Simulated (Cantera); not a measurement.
Feed: 1 mol Fe(CO)₅, 0.44 mol O₂, 48 mol N₂, held at 7.50 Torr.

Equilibrium computed with Cantera from the NASA thermochemical tables; the gas is ideal and each condensed phase is pure. Candidate condensed phases: C, Fe, Fe(CO)₅, FeO, Fe₂O₃, Fe₃O₄; 27 gas species. Mutual solubility and eutectic melting of coexisting phases are not modelled. The tables' stoichiometric FeO is somewhat more stable than real wüstite, so its field is too wide. FeO: taken at fixed stoichiometry. The numbers say what is thermodynamically allowed, not how fast it happens.

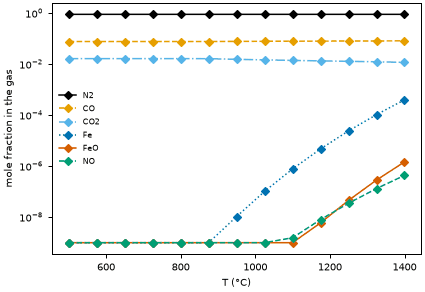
Fig. 1. Equilibrium gas composition (values under 1e-9 drawn at 1e-9)

From 500 °C to 800 °C the condensed part is Fe(α). At 875 °C the condensed part is Fe(α) + FeO(s). From 950 °C to 1325 °C the condensed part is Fe(γ) + FeO(s). At 1400 °C the condensed part is Fe(δ) + FeO(l).
